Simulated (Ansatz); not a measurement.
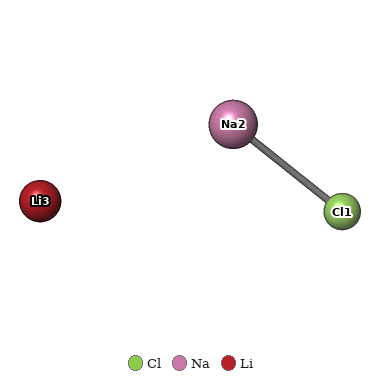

The system is Cl + NaLi, spin multiplicity 2; the picture shows the reference structure. Coordinates scanned: (1) distance Cl1–Na2; (2) distance Na2–Li3. Nothing is relaxed (the angle Cl1–Na2–Li3 is fixed at 120 degrees). The grid has 11 × 11 points. Energies: kcal/mol, counted from Cl far from the relaxed NaLi (each part in its own basis). The D4 coefficients can switch as the alkali atoms part, which puts small steps into the map. Computed with UKS CAM-B3LYP-D4/def2-TZVPD in Ansatz 0.2.0.

Its coordinates:

```tsv
atom	x (Å)	y (Å)	z (Å)
Cl	-2.4400	0.0000	0.0000
Na	0.0000	0.0000	0.0000
Li	1.7935	3.1064	0.0000
```

Range: distance Cl1–Na2 from 2.144 to 4.544 Å; distance Na2–Li3 from 2.352 to 4.752 Å.

**Predict the map.**

The lowest grid point is at distance Cl1–Na2 = 2.440 Å, distance Na2–Li3 = 3.587 Å, −81.2 kcal/mol from Cl far from the relaxed NaLi (each part in its own basis). The highest grid point, distance Cl1–Na2 = 4.544 Å, distance Na2–Li3 = 2.352 Å, lies 59.9 kcal/mol above the lowest.

```
distance Na2–Li3 ↓, distance Cl1–Na2 →  2.144  2.264  2.440  2.646  2.873  3.119  3.379  3.654  3.940  4.237  4.544
                                 4.752  −73.7  −77.8  −78.2  −74.4  −68.1  −61.4  −54.4  −46.9  −39.9  −33.5  −27.9
                                 4.445  −74.4  −78.5  −79.0  −75.3  −69.2  −62.7  −56.0  −48.7  −41.8  −35.6  −30.1
                                 4.148  −75.2  −79.4  −79.9  −76.3  −70.3  −64.0  −57.7  −50.5  −43.7  −37.6  −32.2
                                 3.862  −75.8  −80.1  −80.7  −77.2  −71.2  −64.6  −58.9  −52.1  −45.5  −39.5  −34.1
                                 3.587  −76.1  −80.4  −81.2  −77.7  −71.8  −64.6  −57.9  −51.8  −45.5  −39.6  −34.4
                                 3.327  −75.6  −80.0  −80.9  −77.5  −71.6  −64.5  −57.3  −50.3  −43.9  −38.1  −32.9
                                 3.081  −75.1  −79.5  −80.4  −77.1  −71.3  −64.2  −57.0  −50.0  −43.6  −37.8  −32.7
                                 2.854  −73.7  −78.2  −79.1  −75.8  −69.9  −62.9  −55.7  −48.7  −42.3  −36.5  −31.4
                                 2.648  −71.4  −75.8  −76.7  −73.4  −67.5  −60.4  −53.1  −46.1  −39.6  −33.8  −28.7
                                 2.472  −68.2  −72.5  −73.4  −70.0  −64.0  −56.8  −49.4  −42.3  −35.8  −30.0  −24.9
                                 2.352  −65.1  −69.5  −70.2  −66.7  −60.6  −53.4  −45.9  −38.8  −32.2  −26.3  −21.3
```

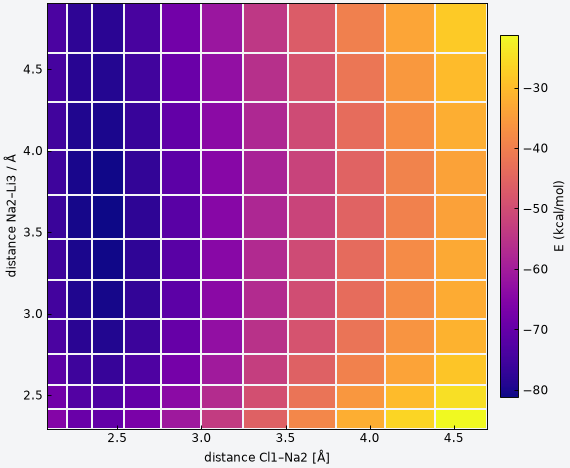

The picture shows one coloured cell a grid point.

Time for the 121 points that were run: 14 min on 1 thread of Arm Neoverse V1, with other jobs on the host.
